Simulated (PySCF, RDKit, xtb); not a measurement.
# Solving BSiHO, step by step, part 2 of 2

Given the formula BSiHO and nothing else, which arrangement of the atoms is the most stable in the gas at 298.15 K, and what are its properties?

xtb, Ansatz and PySCF; isolated molecules. Earlier steps stand in the parts before.

## Step 11: The ranking

Energies in kcal/mol from c356a; G adds the thermal terms to the CCSD(T)/def2-TZVPP energy. The columns left of the relaxed level are at the tight-binding geometries.

```
label    SMILES     spin  HF/STO-3G  r2SCAN-D4/def2-SVP  PBE0-D3(BJ)/pcseg-1  HF/def2-TZVPP  MP2/def2-TZVPP  CCSD(T)/def2-TZVPP     G  share at equilibrium     T1
c356a  B1O[Si]1  singlet        0.0                 0.0                  0.0            0.0             0.0                 0.0   0.0                94.8 %  0.019
c907a  O=B[SiH]  singlet       -2.4                 6.5                  0.6            0.3             4.2                 3.2   1.7                 5.2 %  0.021
c407b  O=B[SiH]  triplet        9.2                12.1                 11.7            1.4            17.8                20.0  19.4               < 0.1 %  0.023
```

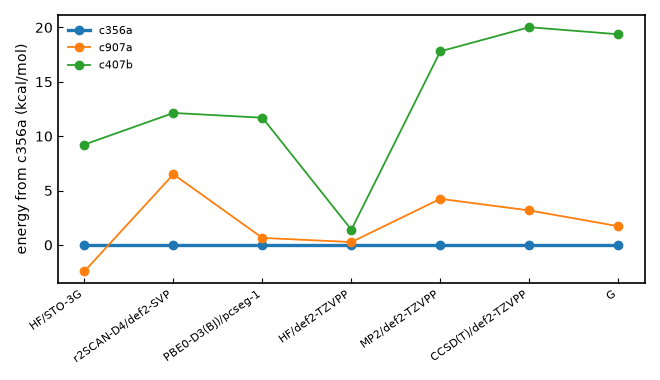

The finalists at each level, measured from c356a.

Lowest found: c356a, `B1O[Si]1`, a singlet. Bond lengths: B1–O2 1.355 Å, B1–Si3 1.935 Å, O2–Si3 1.772 Å, B1–H4 1.196 Å. Angles: B1–O2–Si3 75.1°, O2–B1–Si3 62.3°, B1–Si3–O2 42.6°, O2–B1–H4 127.4°, Si3–B1–H4 170.3°.

```xyz
4

B     0.3405   -0.1523   -0.5439
O     1.0007   -0.0402   -1.7223
Si    0.6221   -1.7653   -1.5743
H     0.0729    0.7234    0.2260
```

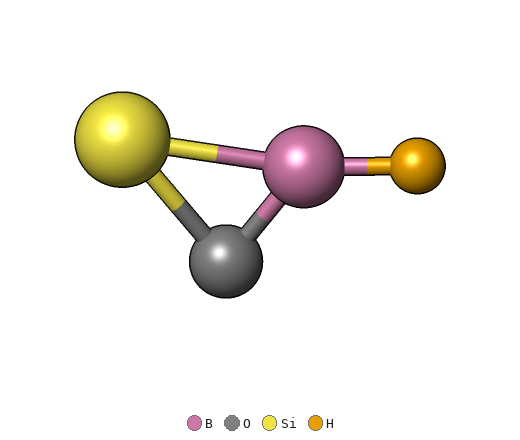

The lowest structure found, seen from a chosen angle (boron pink, oxygen grey, silicon yellow, hydrogen amber).

## Step 12: Density, orbitals and dipole (PBE0/def2-TZVPD)

The input, input.py:

```python
# B1O[Si]1
import pyscf.grad
from pyscf import gto, dft

molecule = gto.Mole()
molecule.atom = 'B 0.340478 -0.152293 -0.543868; O 1.000696 -0.040185 -1.722282; Si 0.622068 -1.765269 -1.574256; H 0.072906 0.723408 0.225957'
molecule.basis = 'def2-tzvpd'
molecule.charge = 0
molecule.spin = 0
molecule.max_memory = 3720
molecule.verbose = 3
molecule.build()

ks = dft.RKS(molecule, xc='pbe0')
ks = ks.density_fit(auxbasis='def2-universal-jkfit')
ks.conv_tol = 1e-09
ks.max_cycle = 100
ks.grids.level = 3
ks.kernel()
if not ks.converged:
    ks = ks.newton().run(ks.mo_coeff, ks.mo_occ)

energy = ks.e_tot
print('E = %.10f Eh' % energy)
grad = ks.Gradients().kernel()
ks.analyze()
```

On the command line:

```
$ OMP_NUM_THREADS=2 python input.py
```

Log:

```text
converged SCF energy = -389.955800414668
E = -389.9558004147 Eh
--------------- DFRKS gradients ---------------
         x                y                z
0 B    -0.0002731853    -0.0019755837    -0.0001069656
1 O     0.0035022598     0.0120753050    -0.0024913361
2 Si    -0.0026329466    -0.0119314426     0.0010442531
3 H    -0.0005637321     0.0018060270     0.0015952895
----------------------------------------------
**** MO energy ****
MO #1   energy= -66.2886088051741  occ= 2
MO #2   energy= -19.2503041221446  occ= 2
MO #3   energy= -6.81135317498842  occ= 2
MO #4   energy= -5.36364616317452  occ= 2
MO #5   energy= -3.70099388186488  occ= 2
MO #6   energy= -3.69627707664512  occ= 2
MO #7   energy= -3.69168463613329  occ= 2
MO #8   energy= -1.06072158492312  occ= 2
MO #9   energy= -0.528864227307555 occ= 2
MO #10  energy= -0.51426125355551  occ= 2
MO #11  energy= -0.419000069180041 occ= 2
MO #12  energy= -0.417245360915369 occ= 2
MO #13  energy= -0.332601275515671 occ= 2
MO #14  energy= -0.233618041893244 occ= 2
MO #15  energy= -0.10063715666211  occ= 0
MO #16  energy= -0.0219456589620147 occ= 0
MO #17  energy= -0.0202818090550211 occ= 0
MO #18  energy= 0.0210874442210383 occ= 0
MO #19  energy= 0.0262024612209336 occ= 0
MO #20  energy= 0.0552127470212115 occ= 0
MO #21  energy= 0.0714031073174812 occ= 0
MO #22  energy= 0.0787875169103451 occ= 0
MO #23  energy= 0.090860616422437  occ= 0
MO #24  energy= 0.109372262937432  occ= 0
MO #25  energy= 0.111947501128851  occ= 0
MO #26  energy= 0.121620746604488  occ= 0
MO #27  energy= 0.123123202355331  occ= 0
MO #28  energy= 0.145970691195214  occ= 0
MO #29  energy= 0.151661411464113  occ= 0
MO #30  energy= 0.163189561134354  occ= 0
MO #31  energy= 0.17195874136808   occ= 0
MO #32  energy= 0.176646604775985  occ= 0
MO #33  energy= 0.182915981347999  occ= 0
MO #34  energy= 0.216617779491412  occ= 0
MO #35  energy= 0.233475843407785  occ= 0
MO #36  energy= 0.250569762756359  occ= 0
MO #37  energy= 0.262151233247911  occ= 0
MO #38  energy= 0.271881851117956  occ= 0
MO #39  energy= 0.286102709106603  occ= 0
MO #40  energy= 0.302639791319642  occ= 0
MO #41  energy= 0.307567332317535  occ= 0
MO #42  energy= 0.338593906415728  occ= 0
MO #43  energy= 0.340768611586161  occ= 0
MO #44  energy= 0.344601610587104  occ= 0
MO #45  energy= 0.36042875436775   occ= 0
MO #46  energy= 0.371721403186032  occ= 0
MO #47  energy= 0.37494387992779   occ= 0
MO #48  energy= 0.450406544594179  occ= 0
MO #49  energy= 0.470055124023829  occ= 0
MO #50  energy= 0.473464178652143  occ= 0
MO #51  energy= 0.490231911542618  occ= 0
MO #52  energy= 0.495857588984486  occ= 0
MO #53  energy= 0.524369672257955  occ= 0
MO #54  energy= 0.54867063036638   occ= 0
MO #55  energy= 0.569677826505303  occ= 0
MO #56  energy= 0.600342949385078  occ= 0
MO #57  energy= 0.641106131696595  occ= 0
MO #58  energy= 0.642623889158994  occ= 0
MO #59  energy= 0.696716297074787  occ= 0
MO #60  energy= 0.708073099638911  occ= 0
MO #61  energy= 0.7093503577504    occ= 0
MO #62  energy= 0.789226681288249  occ= 0
MO #63  energy= 0.79644523853026   occ= 0
MO #64  energy= 0.841511297592767  occ= 0
MO #65  energy= 0.892585500746605  occ= 0
MO #66  energy= 0.967453441599255  occ= 0
MO #67  energy= 1.00064342768034   occ= 0
MO #68  energy= 1.01529513850529   occ= 0
MO #69  energy= 1.03498135010021   occ= 0
MO #70  energy= 1.0547136484382    occ= 0
MO #71  energy= 1.05728553321349   occ= 0
MO #72  energy= 1.07239925937145   occ= 0
MO #73  energy= 1.08552117231828   occ= 0
MO #74  energy= 1.10315898182813   occ= 0
MO #75  energy= 1.10736020160198   occ= 0
MO #76  energy= 1.1701502969112    occ= 0
MO #77  energy= 1.23890782899638   occ= 0
MO #78  energy= 1.27930898358801   occ= 0
MO #79  energy= 1.28379435853404   occ= 0
MO #80  energy= 1.31319784951587   occ= 0
MO #81  energy= 1.37832176685122   occ= 0
MO #82  energy= 1.40058529684363   occ= 0
MO #83  energy= 1.42256397156513   occ= 0
MO #84  energy= 1.55002551644446   occ= 0
MO #85  energy= 1.62207758844459   occ= 0
MO #86  energy= 1.70003008974491   occ= 0
MO #87  energy= 1.71645338579697   occ= 0
MO #88  energy= 1.76905261204139   occ= 0
MO #89  energy= 1.77461511554394   occ= 0
MO #90  energy= 1.86353071358541   occ= 0
MO #91  energy= 1.93795058643563   occ= 0
MO #92  energy= 1.9958348148238    occ= 0
MO #93  energy= 2.00496824212224   occ= 0
MO #94  energy= 2.01222820564273   occ= 0
MO #95  energy= 2.0216469797235    occ= 0
MO #96  energy= 2.03643924379008   occ= 0
MO #97  energy= 2.09793836238775   occ= 0
MO #98  energy= 2.1618557401117    occ= 0
MO #99  energy= 2.23211516922655   occ= 0
MO #100 energy= 2.3914929291922    occ= 0
MO #101 energy= 2.44354422869189   occ= 0
MO #102 energy= 2.44436564936597   occ= 0
MO #103 energy= 2.62900978397074   occ= 0
MO #104 energy= 2.68686175787651   occ= 0
MO #105 energy= 2.78655491070568   occ= 0
MO #106 energy= 2.99318206326901   occ= 0
MO #107 energy= 3.04165743123281   occ= 0
MO #108 energy= 3.3624356997046    occ= 0
MO #109 energy= 3.42384928524704   occ= 0
MO #110 energy= 3.57537025153046   occ= 0
MO #111 energy= 3.75480668787866   occ= 0
MO #112 energy= 5.18523956613595   occ= 0
MO #113 energy= 5.22329400575986   occ= 0
MO #114 energy= 5.29867899921506   occ= 0
MO #115 energy= 5.35642916928231   occ= 0
MO #116 energy= 5.57272712418742   occ= 0
MO #117 energy= 5.66605104023383   occ= 0
MO #118 energy= 5.722401832671     occ= 0
MO #119 energy= 6.14408866169813   occ= 0
MO #120 energy= 6.29927039111156   occ= 0
MO #121 energy= 6.50406147006527   occ= 0
MO #122 energy= 6.51147385047513   occ= 0
MO #123 energy= 6.71334252069084   occ= 0
MO #124 energy= 6.72206719147897   occ= 0
MO #125 energy= 6.9206774220419    occ= 0
MO #126 energy= 7.03132285716112   occ= 0
MO #127 energy= 10.8805187531719   occ= 0
MO #128 energy= 14.7506012597645   occ= 0
MO #129 energy= 43.9455606837897   occ= 0
 ** Mulliken atomic charges  **
charge of    0B =      0.00485
charge of    1O =     -0.47132
charge of    2Si =      0.44089
charge of    3H =      0.02558
Dipole moment(X, Y, Z, Debye): -0.34942, -0.84920,  0.37282
```

It took 10 s on 2 threads of Intel Xeon Platinum 8488C (Sapphire Rapids), shared host; peak memory 0.99 GiB.

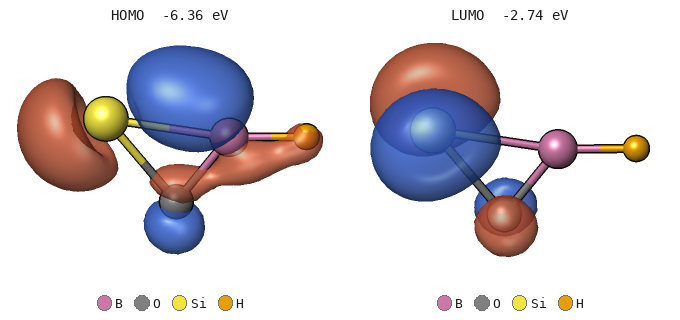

Frontier orbitals of this run, surfaces at ±0.2 Å^-3/2.

## Step 13: Electronic excitations (TD-CAM-B3LYP/def2-SVPD)

An in-house driver calls PySCF's response routines at TD-CAM-B3LYP/def2-SVPD; it has no typed input.

Log:

```text
coarse grid: 4416 points
cycle   1  E = -389.7784456577  dE =  3.206e-01  |g| = 6.975e-01  |ddm| = 2.316e+00
cycle   2  E = -389.5251589541  dE =  2.533e-01  |g| = 1.326e+00  |ddm| = 1.564e+00
cycle   3  E = -389.8856155517  dE = -3.605e-01  |g| = 3.159e-02  |ddm| = 9.728e-01
cycle   4  E = -389.8859870356  dE = -3.715e-04  |g| = 1.386e-02  |ddm| = 1.001e-01
cycle   5  E = -389.8860502324  dE = -6.320e-05  |g| = 3.788e-03  |ddm| = 3.063e-02
cycle   6  E = -389.8860563658  dE = -6.133e-06  |g| = 7.828e-04  |ddm| = 8.204e-03
final grid: 39720 points
cycle   7  E = -389.9457109189  dE = -9.781e-06  |g| = 8.159e-04  |ddm| = 1.812e-02
cycle   8  E = -389.9457109916  dE = -7.269e-08  |g| = 8.199e-04  |ddm| = 2.033e-03
cycle   9  E = -389.9457111116  dE = -1.201e-07  |g| = 2.964e-04  |ddm| = 7.779e-04
cycle  10  E = -389.9457111326  dE = -2.094e-08  |g| = 3.881e-05  |ddm| = 2.925e-04
cycle  11  E = -389.9457111340  dE = -1.446e-09  |g| = 1.577e-05  |ddm| = 1.175e-04
cycle  12  E = -389.9457111344  dE = -3.473e-10  |g| = 5.910e-06  |ddm| = 6.141e-05
converged SCF energy = -389.9457111344

Static polarisability (au): isotropic 45.362, principal 36.419 40.102 59.566

Singlet excitations
state   eV       nm        f      main configurations
  1   2.0603    601.8   0.00067   H->L 0.99
  2   4.2913    288.9   0.01073   H->L+2 0.95
  3   4.8068    257.9   0.04037   H->L+1 0.95
  4   5.2451    236.4   0.05135   H-1->L 0.94
  5   6.2455    198.5   0.04291   H->L+3 0.89, H->L+4 0.09
  6   6.6256    187.1   0.31300   H->L+4 0.82
  7   7.3222    169.3   0.06160   H-1->L+2 0.91
  8   7.4423    166.6   0.02979   H-2->L 0.49, H-1->L+1 0.46

Triplet excitations (Tamm-Dancoff, eV): 1.3779 3.4020 3.6975
```

Wall time 4.8 s (2 threads of Intel Xeon Platinum 8488C (Sapphire Rapids), shared host); peak memory 0.27 GiB.

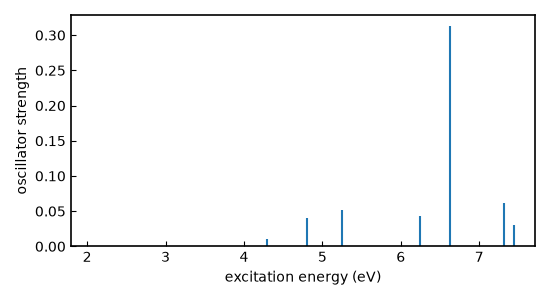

Vertical excitations as sticks.

The roots found:

```
excited state  energy (eV)  strength
            1        2.060    0.0007
            2        4.291    0.0107
            3        4.807    0.0404
            4        5.245    0.0513
            5        6.245    0.0429
            6        6.626    0.3130
            7        7.322    0.0616
            8        7.442    0.0298
```

## Step 14: NMR shieldings (GIAO PBE0/pcSseg-1)

An in-house driver calls PySCF's response routines at GIAO PBE0/pcSseg-1; it has no typed input.

Log:

```text
coarse grid: 4416 points
cycle   1  E = -389.7552368294  dE =  3.349e-01  |g| = 6.927e-01  |ddm| = 1.923e+00
cycle   2  E = -389.2065123976  dE =  5.487e-01  |g| = 1.704e+00  |ddm| = 1.934e+00
cycle   3  E = -389.8566910711  dE = -6.502e-01  |g| = 5.208e-02  |ddm| = 1.543e+00
cycle   4  E = -389.8572266012  dE = -5.355e-04  |g| = 3.056e-02  |ddm| = 8.008e-02
cycle   5  E = -389.8574723449  dE = -2.457e-04  |g| = 9.020e-03  |ddm| = 4.542e-02
cycle   6  E = -389.8575019655  dE = -2.962e-05  |g| = 7.378e-04  |ddm| = 1.619e-02
cycle   7  E = -389.8575021219  dE = -1.564e-07  |g| = 1.223e-04  |ddm| = 9.849e-04
final grid: 39720 points
cycle   8  E = -389.8830264249  dE = -6.176e-06  |g| = 7.332e-03  |ddm| = 1.034e-02
cycle   9  E = -389.8829954703  dE =  3.095e-05  |g| = 1.477e-02  |ddm| = 1.164e-02
cycle  10  E = -389.8830359768  dE = -4.051e-05  |g| = 7.301e-04  |ddm| = 8.937e-03
cycle  11  E = -389.8830361257  dE = -1.490e-07  |g| = 1.772e-04  |ddm| = 1.262e-03
cycle  12  E = -389.8830361359  dE = -1.014e-08  |g| = 2.156e-05  |ddm| = 2.871e-04
cycle  13  E = -389.8830361360  dE = -1.445e-10  |g| = 5.756e-06  |ddm| = 4.296e-05
converged SCF energy = -389.8830361360

GIAO shielding tensors (ppm)
atom      isotropic    diamagn.    paramagn.     s11        s22        s33       span
  0 B       28.954     198.051    -169.097    -60.989     12.842    135.009    195.998
  1 O     -336.628     393.262    -729.890  -1209.416   -388.009    587.540   1796.955
  2 Si    -270.379     876.541   -1146.920  -1552.259    134.911    606.211   2158.470
  3 H       22.407      29.186      -6.779     14.966     25.836     26.419     11.452
```

Run time: 3.9 s. Hardware: 2 threads of Intel Xeon Platinum 8488C (Sapphire Rapids), shared host; peak memory 0.23 GiB.

Isotropic shieldings, averaged over atoms that the bond graph makes equivalent (absolute, not shifts):

```
atoms  shielding (ppm)
   B1             29.0
   O2           -336.6
  Si3           -270.4
   H4            22.41
```

## Step 15: The cation at the same geometry (PBE0/def2-TZVPD)

The input, input.py:

```python
from pyscf import gto, dft

mol = gto.M(
    atom='''
B        0.340478      -0.152293      -0.543868
O        1.000696      -0.040185      -1.722282
Si       0.622068      -1.765269      -1.574256
H        0.072906       0.723408       0.225957
''',
    basis='def2-tzvpd',
    spin=1,
    max_memory=3720,
    verbose=3,
    charge=1,
)

ks = dft.UKS(mol)
ks.xc = 'pbe0'
ks = ks.density_fit(auxbasis='def2-universal-jkfit')
ks.max_cycle = 100
ks.grids.level = 3
ks.conv_tol = 1e-09
ks.kernel()
if not ks.converged:
    ks = ks.newton().run(ks.mo_coeff, ks.mo_occ)
for _ in range(3):
    mo, _, stable, _ = ks.stability(return_status=True)
    if stable:
        break
    ks.kernel(ks.make_rdm1(mo, ks.mo_occ))

energy = ks.e_tot
print('E(%s) = %.9f' % ('PBE0', energy))
```

On the command line:

```
$ OMP_NUM_THREADS=2 python input.py
```

Log:

```text
WARN: HOMO -0.229401477145061 >= LUMO -0.229401477145061

converged SCF energy = -389.637163099868  <S^2> = 0.76210164  2S+1 = 2.0120653
<class 'pyscf.df.df_jk.DFUKS'> wavefunction is stable in the internal stability analysis
E(PBE0) = -389.637163100
```

It took 67 s on 2 threads of Intel Xeon Platinum 8488C (Sapphire Rapids), shared host; peak memory 0.5 GiB.

## Step 16: The anion at the same geometry (PBE0/def2-TZVPD)

The input, input.py:

```python
from pyscf import gto, dft

system = gto.Mole()
system.atom = [
    ('B', (0.340478, -0.152293, -0.543868)),
    ('O', (1.000696, -0.040185, -1.722282)),
    ('Si', (0.622068, -1.765269, -1.574256)),
    ('H', (0.072906, 0.723408, 0.225957)),
]
system.basis = 'def2-tzvpd'
system.spin = 1
system.max_memory = 3720
system.verbose = 3
system.charge = -1
system.build()

ks = dft.UKS(system, xc='pbe0')
ks = ks.density_fit(auxbasis='def2-universal-jkfit')
ks.conv_tol = 1e-09
ks.grids.level = 3
ks.max_cycle = 100
ks.kernel()
if not ks.converged:
    ks = ks.newton().run(ks.mo_coeff, ks.mo_occ)
for _ in range(3):
    mo, _, stable, _ = ks.stability(return_status=True)
    if stable:
        break
    ks.kernel(ks.make_rdm1(mo, ks.mo_occ))

e_final = ks.e_tot
print('E = %.10f Eh' % e_final)
```

On the command line:

```
$ OMP_NUM_THREADS=2 python input.py
```

Log:

```text
WARN: HOMO -0.13835679621878 >= LUMO -0.13835679621878

converged SCF energy = -389.985671405734  <S^2> = 0.75911157  2S+1 = 2.0090909
<class 'pyscf.df.df_jk.DFUKS'> wavefunction is stable in the internal stability analysis
E = -389.9856714057 Eh
```

Run time: 68 s. Hardware: 2 threads of Intel Xeon Platinum 8488C (Sapphire Rapids), shared host; peak memory 0.5 GiB.

## Step 17: The triplet at the same geometry (PBE0/def2-TZVPD)

The input, input.xyz:

```xyz
4
BHOSi
B      0.340478    -0.152293    -0.543868
O      1.000696    -0.040185    -1.722282
Si     0.622068    -1.765269    -1.574256
H      0.072906     0.723408     0.225957
```

The input, input.py:

```python
from pyscf import gto, dft

mol = gto.M(
    atom='input.xyz',
    verbose=3,
    spin=2,
    max_memory=3720,
    basis='def2-tzvpd',
)

mf = dft.UKS(mol)
mf.xc = 'pbe0'
mf = mf.density_fit(auxbasis='def2-universal-jkfit')
mf.conv_tol = 1e-09
mf.max_cycle = 100
mf.grids.level = 3
mf.kernel()
if not mf.converged:
    mf = mf.newton().run(mf.mo_coeff, mf.mo_occ)
for _ in range(3):
    mo, _, stable, _ = mf.stability(return_status=True)
    if stable:
        break
    mf.kernel(mf.make_rdm1(mo, mf.mo_occ))

etot = mf.e_tot
print('E(%s) = %.9f' % ('PBE0', etot))
```

On the command line:

```
$ OMP_NUM_THREADS=2 python input.py
```

Log:

```text
WARN: HOMO -0.13835679621878 >= LUMO -0.229401477145061

converged SCF energy = -389.907437344856  <S^2> = 2.0145995  2S+1 = 3.0097173
<class 'pyscf.df.df_jk.DFUKS'> wavefunction is stable in the internal stability analysis
E(PBE0) = -389.907437345
```

It took 68 s on 2 threads of Intel Xeon Platinum 8488C (Sapphire Rapids), shared host; peak memory 0.5 GiB.

## Step 18: Stability of the closed-shell solution (PBE0/def2-SVP)

The input, calc.py:

```python
from pyscf import gto, dft

mol = gto.M(
    atom=[
    ('B', (0.340478, -0.152293, -0.543868)),
    ('O', (1.000696, -0.040185, -1.722282)),
    ('Si', (0.622068, -1.765269, -1.574256)),
    ('H', (0.072906, 0.723408, 0.225957)),
],
    basis='def2-svp',
    charge=0,
    verbose=3,
    max_memory=3720,
    spin=0,
)

mf = dft.RKS(mol, xc='pbe0')
mf = mf.density_fit(auxbasis='def2-universal-jkfit')
mf.max_cycle = 100
mf.grids.level = 3
mf.kernel()
if not mf.converged:
    mf = mf.newton().run(mf.mo_coeff, mf.mo_occ)

e_final = mf.e_tot
print('E = %.10f Eh' % e_final)
mo_i, mo_e, stable_i, stable_e = mf.stability(internal=True, external=True, return_status=True)
print('stable: internal', stable_i, 'external', stable_e)
```

On the command line:

```
$ OMP_NUM_THREADS=2 python calc.py
```

Log:

```text
converged SCF energy = -389.73527200796
E = -389.7352720080 Eh
<class 'pyscf.df.df_jk.DFRKS'> wavefunction is stable in the internal stability analysis
<class 'pyscf.df.df_jk.DFRKS'> wavefunction is stable in the real -> complex stability analysis
<class 'pyscf.df.df_jk.DFRKS'> wavefunction is stable in the RHF/RKS -> UHF/UKS stability analysis
stable: internal True external True
```

Run time: 16 s. Hardware: 2 threads of Intel Xeon Platinum 8488C (Sapphire Rapids), shared host; peak memory 0.31 GiB.

## Step 19: Results

The summary covers parts 1 to 2.

```
                                           quantity                                                                                                                  value
                             lowest structure found                                                                                                      B1O[Si]1, singlet
                                      next finalist                                                                            O=B[SiH], singlet, 1.7 kcal/mol higher in G
          share at equilibrium, among the finalists                                                                                                                 94.8 %
                                             funnel  29 starts, 12 minima at GFN2-xTB from these starts (14 with those found later), 8 screening runs, 3 relaxed, 3 ranked
                               CPU time of all runs                                                                                                                 31 min
         lowest excitation (TD-CAM-B3LYP/def2-SVPD)                                                                                                    2.06 eV (f = 0.001)
       strongest of the states computed, same level                                                                                                    6.63 eV (f = 0.313)
lowest triplet excitation, same level, Tamm-Dancoff                                                                                                                1.38 eV
```

In words: The lowest structure found is `B1O[Si]1`. Its margin of 1.7 kcal/mol is inside the likely error of CCSD(T)/def2-TZVPP with harmonic terms (about 2 kcal/mol), so the order of the first two is not settled. r2SCAN-D4/def2-SVP, PBE0-D3(BJ)/pcseg-1, HF/def2-TZVPP and MP2/def2-TZVPP already put its bonding pattern lowest among the structures in one piece; HF/STO-3G favours the singlet O=B[SiH]. The largest share of the time went into the final energies (29 % of the CPU time that the search's summary counts). A large T1 diagnostic among the finalists warns that one reference determinant may not suffice. It concerns: the finalist O=B[SiH] (singlet). The search is not exhaustive (a finite list of starts, one conformer a finalist), so a lower isomer can't be ruled out.
